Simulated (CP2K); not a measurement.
**One shape, several levels: doublet BH2F+**

Wanted: a comparison of 3 runs (U-revPBE-D3(BJ)/TZV2P-MOLOPT-PBE-GTH, PM3, PM6) of doublet BH2F+. 

The calculation is run with CP2K 2026.2.

## (1) Starting point

The species is BH2F+ (4 atoms), meant as a doublet with charge +1. SMILES of the parent species: `BF`. The shape is that of a PBE0-D4/def2-TZVP optimisation. That shape belongs to the parent species and isn't relaxed for this state.

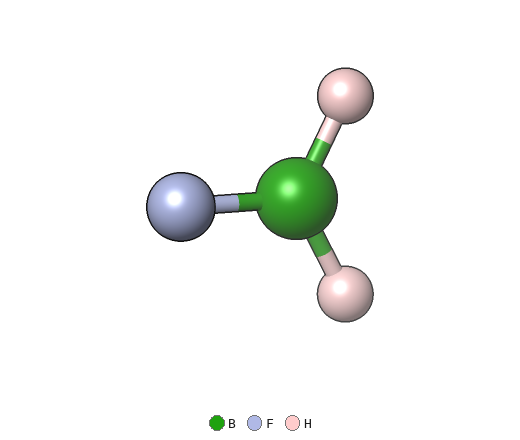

The structure, seen from a chosen angle (boron green, fluorine light blue, hydrogen pink).

## (2) A single-point energy at U-revPBE-D3(BJ)/TZV2P-MOLOPT-PBE-GTH (core potential) (run 1)

molecule.inp

```
&GLOBAL
  PROJECT_NAME molecule
  RUN_TYPE ENERGY
  PRINT_LEVEL MEDIUM
&END GLOBAL
&FORCE_EVAL
  METHOD QUICKSTEP
  &DFT
    BASIS_SET_FILE_NAME BASIS_MOLOPT_UZH
    POTENTIAL_FILE_NAME POTENTIAL_UZH
    CHARGE 1
    MULTIPLICITY 2
    SPIN_POLARIZED T
    &QS
      METHOD GPW
      EPS_DEFAULT 1.0E-10
    &END QS
    &MGRID
      CUTOFF 400
      REL_CUTOFF 50
      NGRIDS 4
    &END MGRID
    &POISSON
      PERIODIC NONE
      POISSON_SOLVER MULTIPOLE
    &END POISSON
    &SCF
      SCF_GUESS ATOMIC
      EPS_SCF 1.0E-06
      MAX_SCF 50
      &OT ON
        MINIMIZER CG
        PRECONDITIONER FULL_SINGLE_INVERSE
      &END OT
      &OUTER_SCF
        EPS_SCF 1.0E-06
        MAX_SCF 10
      &END OUTER_SCF
    &END SCF
    &XC
      &XC_FUNCTIONAL
        &PBE
          PARAMETRIZATION REVPBE
        &END PBE
      &END XC_FUNCTIONAL
      &VDW_POTENTIAL
        POTENTIAL_TYPE PAIR_POTENTIAL
        &PAIR_POTENTIAL
          TYPE DFTD3(BJ)
          PARAMETER_FILE_NAME dftd3.dat
          REFERENCE_FUNCTIONAL revPBE
          R_CUTOFF 15
        &END PAIR_POTENTIAL
      &END VDW_POTENTIAL
    &END XC
    &PRINT
      &MOMENTS
        PERIODIC F
        REFERENCE COM
        MAX_MOMENT 1
      &END MOMENTS
      &MO_CUBES
        NLUMO 1
        NHOMO -1
        WRITE_CUBE F
      &END MO_CUBES
      &HIRSHFELD OFF
      &END HIRSHFELD
    &END PRINT
  &END DFT
  &SUBSYS
    &CELL
      ABC [angstrom] 9.1 8.5 8.5
      PERIODIC NONE
    &END CELL
    &COORD
      B     -0.027300    -0.004000    -0.030800
      F      1.061200    -0.296700     0.649900
      H     -1.012500    -0.649100     0.186200
      H      0.034200     0.889600    -0.825600
    &END COORD
    &TOPOLOGY
      &CENTER_COORDINATES
      &END CENTER_COORDINATES
    &END TOPOLOGY
    &KIND B
      BASIS_SET TZV2P-MOLOPT-PBE-GTH-q3
      POTENTIAL GTH-PBE-q3
    &END KIND
    &KIND F
      BASIS_SET TZV2P-MOLOPT-PBE-GTH-q7
      POTENTIAL GTH-PBE-q7
    &END KIND
    &KIND H
      BASIS_SET TZV2P-MOLOPT-PBE-GTH-q1
      POTENTIAL GTH-PBE-q1
    &END KIND
  &END SUBSYS
&END FORCE_EVAL
```

Run with:

```console
$ OMP_NUM_THREADS=1 cp2k.psmp molecule.inp > molecule.out
```

What it wrote:

```text
CP2K| version string:                                       CP2K version 2026.2
[...]
 GLOBAL| Method name                                                        CP2K
[...]
 GLOBAL| Run type                                                         ENERGY
[...]
 DFT| Spin unrestricted (spin-polarized) Kohn-Sham calculation               UKS
 DFT| Multiplicity                                                             2
[...]
 DFT| Charge                                                                   1
[...]
 FUNCTIONAL| PBE:
[...]
 QS| Method:                                                                 GPW
[...]
 QS| Density cutoff [a.u.]:                                                200.0
[...]
 QS| Relative density cutoff [a.u.]:                                        25.0
[...]
                             - Atoms:                                          4
[...]
                             - Spherical basis functions:                     86
[...]
 Number of electrons:                                                          6
[...]
     1 OT CG       0.80E-01    1.1     0.12301512       -26.8537944942 -2.69E+01
[...]
    32 OT CG       0.18E+00    1.1     0.00000091       -27.8711535809 -1.33E-10
  *** SCF run converged in    32 steps ***
[...]
  Overlap energy of the core charge distribution:               0.00000407082637
  Self energy of the core charge distribution:                -73.22028810360551
  Core Hamiltonian energy:                                     20.66290355756640
  Hartree energy:                                              30.77821889604961
  Exchange-correlation energy:                                 -6.08942035702894
  Dispersion energy:                                           -0.00257164472624
  Total energy:                                               -27.87115358091832
[...]
                     Mulliken Population Analysis
 #  Atom  Element  Kind  Atomic population (alpha,beta) Net charge  Spin moment
       1     B        1         1.298186     1.079170     0.622645     0.219016
       2     F        2         3.663602     3.377338    -0.040939     0.286264
       3     H        3         0.519093     0.271711     0.209196     0.247383
       4     H        3         0.519119     0.271782     0.209099     0.247337
 # Total charge and spin        6.000000     5.000000     1.000000     1.000000
[...]
  Dipole moment [Debye]
    X= -0.3325433E+01 Y=  0.8963415E+00 Z= -0.2082035E+01  Total=      4.0245251
[...]
 HOMO - LUMO gap [eV] :    3.530685
 ENERGY| Total FORCE_EVAL ( QS ) energy [hartree]            -27.871153580918321
[...]
```

Wall time 58 s (1 thread of Arm Neoverse V2, shared host); peak memory 0.78 GiB.

## (3) A single-point energy at PM3 (run 2)

molecule.xyz

```xyz
4

B     -0.027300    -0.004000    -0.030800
F      1.061200    -0.296700     0.649900
H     -1.012500    -0.649100     0.186200
H      0.034200     0.889600    -0.825600
```

mol.inp

```
&GLOBAL
    PROJECT_NAME mol
    RUN_TYPE ENERGY
    PRINT_LEVEL MEDIUM
&END GLOBAL

&FORCE_EVAL
    METHOD Quickstep
    &DFT
        CHARGE 1
        MULTIPLICITY 2
        SPIN_POLARIZED T
        &QS
            METHOD PM3
            EPS_DEFAULT 1.0E-10
            &SE
                &COULOMB
                    CUTOFF [angstrom] 50
                    RC_RANGE [angstrom] 0
                &END COULOMB
                &EXCHANGE
                    CUTOFF [angstrom] 50
                    RC_RANGE [angstrom] 0
                &END EXCHANGE
            &END SE
        &END QS
        &POISSON
            PERIODIC NONE
            POISSON_SOLVER ANALYTIC
        &END POISSON
        &SCF
            SCF_GUESS ATOMIC
            EPS_SCF 1.0E-06
            MAX_SCF 100
            &DIAGONALIZATION
                ALGORITHM STANDARD
            &END DIAGONALIZATION
            &MIXING
                METHOD DIRECT_P_MIXING
                ALPHA 0.4
            &END MIXING
        &END SCF
        &PRINT
            &MOMENTS
                PERIODIC F
                REFERENCE COM
                MAX_MOMENT 1
            &END MOMENTS
            &MO ON
                ENERGIES T
                OCCUPATION_NUMBERS T
                NDIGITS 6
                &EACH
                    QS_SCF 0
                &END EACH
                ADD_LAST NUMERIC
            &END MO
            &HIRSHFELD OFF
            &END HIRSHFELD
        &END PRINT
    &END DFT
    &SUBSYS
        # vacuum box
        &CELL
            ABC 18.1 17.5 17.5
            PERIODIC NONE
        &END CELL
        &TOPOLOGY
            COORD_FILE_NAME molecule.xyz
            COORD_FILE_FORMAT XYZ
            &CENTER_COORDINATES
            &END CENTER_COORDINATES
        &END TOPOLOGY
    &END SUBSYS
&END FORCE_EVAL
```

Run with:

```console
$ OMP_NUM_THREADS=1 cp2k.psmp mol.inp > mol.out
```

What it wrote:

```text
CP2K| version string:                                       CP2K version 2026.2
[...]
 GLOBAL| Method name                                                        CP2K
[...]
 GLOBAL| Run type                                                         ENERGY
[...]
                             - Atoms:                                          4
[...]
                             - Spherical basis functions:                     10
[...]
 Number of electrons:                                                          6
[...]
     1 P_Mix/Diag. 0.40E+00    0.0     0.33395371       -17.0982551281 -1.71E+01
[...]
    14 DIIS/Diag.  0.17E-06    0.0     0.00000054       -19.0644348031 -7.10E-11
  *** SCF run converged in    14 steps ***
  Core-core repulsion energy [eV]:                            301.12348002594655
  Core Hamiltonian energy [eV]:                              -865.06464162145869
  Two-electron integral energy [eV]:                           90.34301632241544
  Electronic energy [eV]:                                    -819.89313346025108
  Total energy [eV]:                                         -518.76965343430447
  Atomic reference energy [eV]:                               526.99601310338335
  Heat of formation [kcal/mol]:                               189.70437566144071
[...]
 SE_DIPOLE| Moment [Debye]          3.69749669      -0.99456868       2.31250691
 SE_DIPOLE| Derivative [a.u.]       0.00000000       0.00000000       0.00000000
 ENERGY| Total FORCE_EVAL ( QS ) energy [hartree]            -19.064434803058074
[...]
```

Wall time 0.22 s (1 thread of Arm Neoverse V2, shared host).

## (4) The energy at PM6 (run 3)

qs.inp

```
&GLOBAL
    PROJECT_NAME qs
    RUN_TYPE ENERGY
    PRINT_LEVEL MEDIUM
&END GLOBAL
&FORCE_EVAL
    METHOD Quickstep
    &DFT
        CHARGE 1
        MULTIPLICITY 2
        SPIN_POLARIZED T
        &QS
            METHOD PM6
            EPS_DEFAULT 1.0E-10
            &SE
                &COULOMB
                    CUTOFF [angstrom] 50
                    RC_RANGE [angstrom] 0
                &END COULOMB
                &EXCHANGE
                    CUTOFF [angstrom] 50
                    RC_RANGE [angstrom] 0
                &END EXCHANGE
            &END SE
        &END QS
        &POISSON
            PERIODIC NONE
            POISSON_SOLVER ANALYTIC
        &END POISSON
        &SCF
            SCF_GUESS ATOMIC
            EPS_SCF 1.0E-07
            MAX_SCF 150
            ADDED_MOS 2
            &DIAGONALIZATION
                ALGORITHM STANDARD
            &END DIAGONALIZATION
            &MIXING
                METHOD DIRECT_P_MIXING
                ALPHA 0.4
            &END MIXING
        &END SCF
        &PRINT
            &MOMENTS
                PERIODIC F
                REFERENCE COM
                MAX_MOMENT 1
            &END MOMENTS
            &MO ON
                ENERGIES T
                OCCUPATION_NUMBERS T
                NDIGITS 6
                &EACH
                    QS_SCF 0
                &END EACH
                ADD_LAST NUMERIC
            &END MO
            &HIRSHFELD OFF
            &END HIRSHFELD
        &END PRINT
    &END DFT
    &SUBSYS
        &CELL
            ABC 12.1 11.5 11.5
            PERIODIC NONE
        &END CELL
        &COORD
            B     -0.027300    -0.004000    -0.030800
            F      1.061200    -0.296700     0.649900
            H     -1.012500    -0.649100     0.186200
            H      0.034200     0.889600    -0.825600
        &END COORD
        &TOPOLOGY
            &CENTER_COORDINATES
            &END CENTER_COORDINATES
        &END TOPOLOGY
    &END SUBSYS
&END FORCE_EVAL
```

Run with:

```console
$ OMP_NUM_THREADS=1 cp2k.psmp qs.inp > qs.out
```

What it wrote:

```text
CP2K| version string:                                       CP2K version 2026.2
[...]
 GLOBAL| Method name                                                        CP2K
[...]
 GLOBAL| Run type                                                         ENERGY
[...]
                             - Atoms:                                          4
[...]
                             - Spherical basis functions:                     10
[...]
 Number of electrons:                                                          6
[...]
     1 P_Mix/Diag. 0.40E+00    0.0     0.33232976       -17.6995929734 -1.77E+01
[...]
    19 DIIS/Diag.  0.71E-07    0.0     0.00000008       -19.9594111084  8.88E-14
  *** SCF run converged in    19 steps ***
  Core-core repulsion energy [eV]:                            303.17945321152115
  Core Hamiltonian energy [eV]:                              -886.79005314067797
  Two-electron integral energy [eV]:                           80.97480541660599
  Electronic energy [eV]:                                    -846.30265043237500
  Total energy [eV]:                                         -543.12319722085385
  Atomic reference energy [eV]:                               551.41055310338345
  Heat of formation [kcal/mol]:                               191.11098187073020
[...]
 SE_DIPOLE| Moment [Debye]          4.34041760      -1.16763079       2.71475075
 SE_DIPOLE| Derivative [a.u.]       0.00000000       0.00000000       0.00000000
 ENERGY| Total FORCE_EVAL ( QS ) energy [hartree]            -19.959411108376763
[...]
```

Wall time 0.24 s (1 thread of Arm Neoverse V2, shared host).

## (5) All runs side by side

```
run                                                  level  core potential  scheme  energy (Eh)  HOMO energy (eV)  LUMO energy (eV)  wall time
  1  U-revPBE-D3(BJ)/TZV2P-MOLOPT-PBE-GTH (core potential)         GTH-PBE     GPW   -27.871154            -18.04            -16.42       58 s
  2                                                    PM3               –       –   -19.064435            -19.83                 –     0.22 s
  3                                                    PM6               –       –   -19.959411            -19.68            -11.10     0.24 s
```

## (6) What came out

```
                                 quantity           value
                      run 3: total energy    -19.95941 Eh
run 3: HOMO energy (highest over α and β)       -19.68 eV
 run 3: LUMO energy (lowest over α and β)       -11.10 eV
                 run 3: heat of formation  191.1 kcal/mol
```

What this shows: Force-field and semi-empirical energies have zeros of their own, so their totals don't compare. All runs together took 59 s, the longest 58 s.
